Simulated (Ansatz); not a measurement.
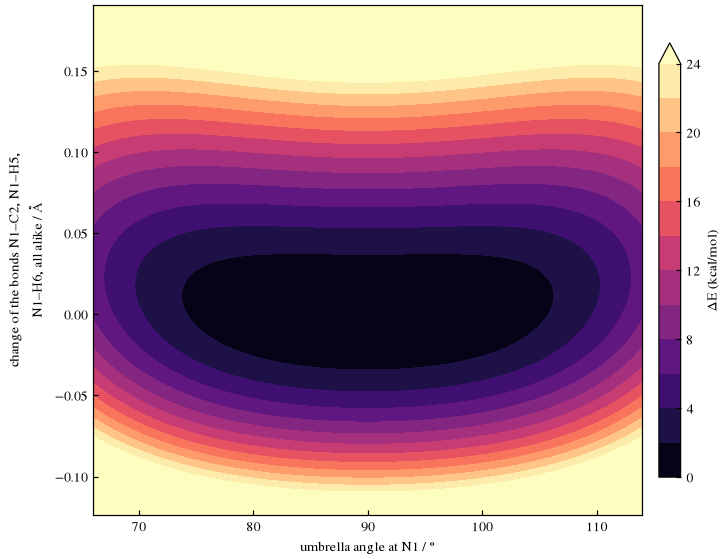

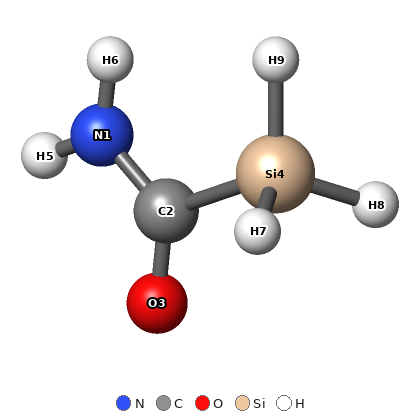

Energy landscape of CH₅NOSi, SMILES NC(=O)[SiH3]. 
- First axis: umbrella angle at N1 (between each of its bonds and their common axis; 90 is planar). Second axis: change of the bonds N1–C2, N1–H5, N1–H6, all alike.
- Nothing is relaxed (all other coordinates rigid).
- Grid: 11 × 11 points.
- Points are written as (first, second).
- All energies are given in kcal/mol relative to the relaxed molecule at the same level.
- Computed with Ansatz, RHF-MP2, frozen core/def2-TZVP.

The picture shows filled contours, one colour for all values above the top of the scale. Between grid points the surface is interpolated. The second picture is the structure at the lowest point.

Question: Where are the wells?

Answer: The lowest grid point is at (90.0°, 0.002 Å), 0.007 kcal/mol from the relaxed molecule at the same level. No other kind of well shows on this grid. The highest grid point, (114.0°, −0.124 Å), lies 49.4 kcal/mol above the lowest. Round the minimum the two coordinates are nearly uncoupled.

The values on the grid:

```csv
"second ↓, first →",66.0,70.8,75.6,80.4,85.2,90.0,94.8,99.6,104.4,109.2,114.0
0.191,33.9,34.2,35.6,37.2,38.5,39.0,38.5,37.2,35.6,34.2,33.9
0.160,25.9,25.6,26.4,27.6,28.7,29.0,28.7,27.6,26.4,25.6,25.9
0.128,18.6,17.7,17.9,18.7,19.5,19.8,19.5,18.7,17.9,17.7,18.6
0.097,13.0,11.3,11.0,11.4,11.9,12.1,11.9,11.4,11.0,11.3,13.0
0.065,8.9,6.4,5.6,5.5,5.7,5.8,5.7,5.5,5.6,6.4,8.9
0.034,7.0,3.8,2.3,1.7,1.7,1.7,1.7,1.7,2.3,3.8,7.0
0.002,7.6,3.6,1.5,0.5,0.1,0.0,0.1,0.5,1.5,3.6,7.6
−0.029,11.3,6.5,3.7,2.2,1.6,1.4,1.6,2.2,3.7,6.5,11.3
−0.061,19.1,13.4,9.9,7.9,7.0,6.7,7.0,7.9,9.9,13.4,19.1
−0.092,31.2,24.6,20.4,17.9,16.6,16.2,16.6,17.9,20.4,24.6,31.2
−0.124,49.4,41.8,36.9,33.9,32.2,31.7,32.2,33.9,36.9,41.8,49.4
```

The whole map (121 points run) took 35 min on 1 thread of Arm Neoverse N1 (shared host).
